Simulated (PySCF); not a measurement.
# CH4GeS2, SMILES `[GeH4].S=C=S`: electronic structure

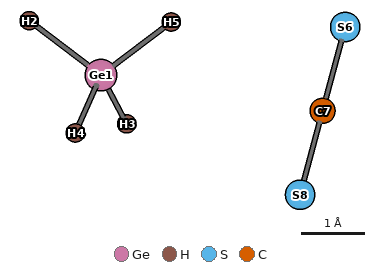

The molecule, with its atoms numbered as below.

Cartesian coordinates (Å):

```
Ge1     -1.8915    0.1549    0.0001
H2      -2.9535    1.1382   -0.3212
H3      -1.1065   -0.1167   -1.2237
H4      -2.5133   -1.1005    0.4863
H5      -1.0169    0.7135    1.0577
S6       2.2249    1.3421    0.0001
C7       1.7916   -0.1469   -0.0005
S8       1.3606   -1.6365    0.0000
```

### 1. Bonding charge

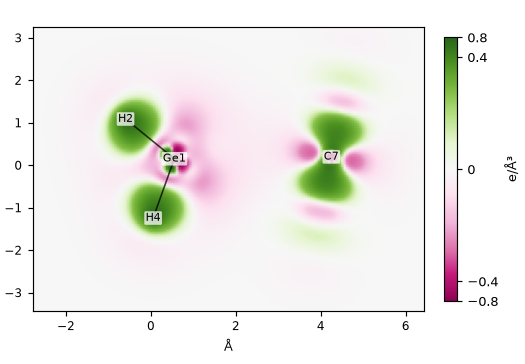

Deformation density (molecule less spherical, spin-averaged free atoms) in the plane of Ge1, H2, H4 and C7; colour scale in e/Å³, logarithmic beyond ±0.1; green: gain, pink: loss.

Computed with PySCF, PBE/def2-TZVP, geometry: an unrelaxed start of a pair search.

> Describe the bonding that the map shows.

Ge1–H2: +0.26 e/Å³ at the bond critical point (bond length 1.48 Å, Mayer order 0.9). Ge1–H4: +0.26 e/Å³ at the bond critical point (bond length 1.48 Å, Mayer order 1.0). In all, 1.5 electrons gather in the regions of gain relative to the promolecule.

> Where do the Hirshfeld charges lie?

The highest Hirshfeld charge is on Ge1 (+0.22 e), the lowest on H3 (−0.07 e).

```tsv
atom	charge (e)
Ge1	+0.22
H2	−0.07
H3	−0.07
H4	−0.06
H5	−0.07
S6	+0.02
C7	−0.01
S8	+0.03
```

### 2. Bond critical points

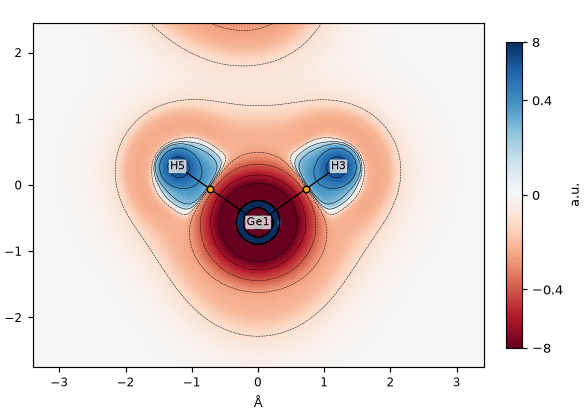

Negative Laplacian of the density (−∇²ρ) in the plane of Ge1, H3 and H5 (blue positive, red negative, colour scale in a.u., logarithmic beyond ±0.04), with bond paths and bond critical points (dots).

> Sort the bonds in the plane by the sign of ∇²ρ at their critical points.

At none is it concentrated. Depleted (∇²ρ > 0): Ge1–H3 (+0.09 a.u., H = −0.088); Ge1–H5 (+0.09 a.u., H = −0.087).

> Where along Ge1–H3 does the critical point lie?

0.89 Å from Ge1 and 0.59 Å from H3.

### 3. Local ionisation energy

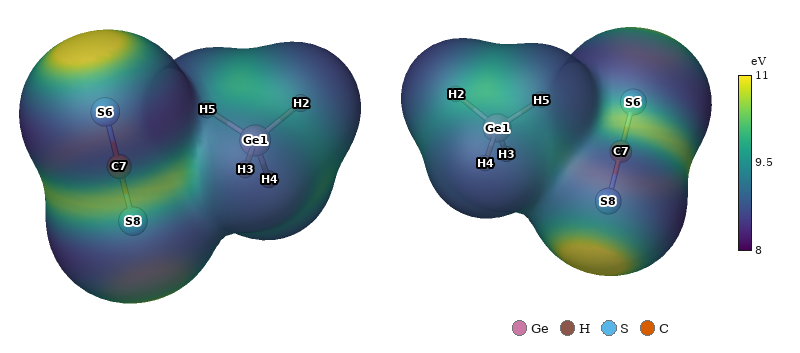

Average local ionisation energy on the surface of electron density 0.001 a.u. (back view left, front view right).

> Where are the most loosely bound electrons on this surface?

The lowest value is 8.4 eV, 2.2 Å from S6. Further minima include 8.4 eV, 2.2 Å from S8; 8.4 eV, 2.2 Å from S6. For comparison, the highest occupied orbital lies at −6.8 eV.

> What volume does the surface enclose, and what is the dipole moment?

About 146 Å³; the dipole moment is 0.2 D.
